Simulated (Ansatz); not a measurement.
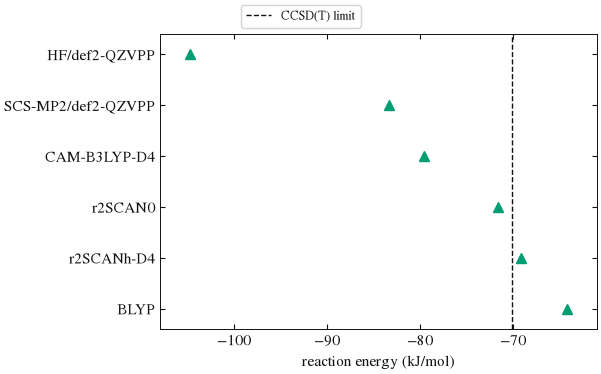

Electronic reaction energy of GaSi₂H₅SO ([SiH3][Ga]1[O][SiH2][S]1) + SiH₃OF (O[SiH2]F) → Si₂H₅OF (F[SiH2]O[SiH3]) + GaSiH₃SO ([O]1[SiH2][S][GaH]1) (SMILES in brackets) at several levels (functionals in def2-TZVPP unless a basis is named), isolated molecules at PBE0-D4 triple-zeta geometries, minima by their frequencies, no zero-point or thermal terms, the Ansatz code 0.2.0. The line is frozen-core CCSD(T) at the basis limit (MP2 extrapolated from triple and quadruple zeta, plus CCSD(T) less MP2 in a smaller set). No dispersion term is added to r2SCAN0 and BLYP. The distance of SCS-MP2/def2-QZVPP to the limit includes basis error.

Question: Which level comes closest to the line (CCSD(T) limit), and which misses most?

Answer: Closest r2SCANh-D4 (−69.1 kJ/mol), against −70.1 kJ/mol; farthest HF/def2-QZVPP (−104.7 kJ/mol).

Question: What range do the values span, the line included?

Answer: From −104.7 kJ/mol (HF/def2-QZVPP) to −64.2 kJ/mol (BLYP).

Known limits of this run: no scalar relativity up to krypton; outer-core shells are correlated without core-valence functions, which makes the correlated values less sure; one conformer of each flexible molecule.
